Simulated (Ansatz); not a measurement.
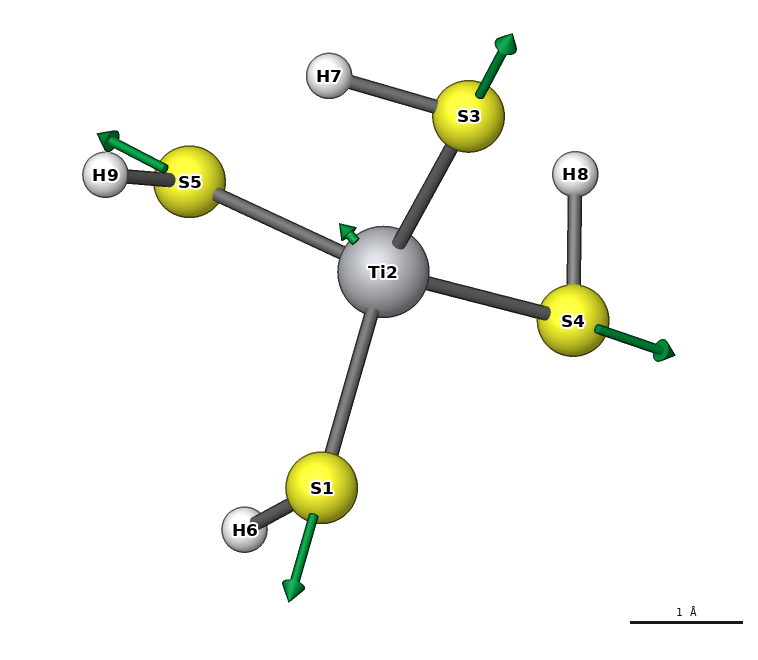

Arrows show the forces on the atoms, 4 Å of arrow for 1 eV/Å; forces under a tenth of the largest aren't drawn. The species is neutral and a spin singlet. Level of theory: r2SCAN-D4/def2-TZVPP (Ansatz 0.2.0).

List the force components in the frame of the picture (x right, y up, z towards the viewer), in eV/Å.

| atom | Fx | Fy | Fz |
| --- | --- | --- | --- |
| S1 | −0.06 | −0.20 | 0.11 |
| Ti2 | −0.04 | 0.04 | −0.01 |
| S3 | 0.07 | 0.14 | 0.15 |
| S4 | 0.18 | −0.06 | −0.15 |
| S5 | −0.15 | 0.08 | −0.11 |
| H6 | 0.00 | 0.00 | 0.00 |
| H7 | 0.00 | −0.01 | 0.00 |
| H8 | −0.01 | 0.00 | 0.01 |
| H9 | 0.00 | 0.00 | 0.00 |
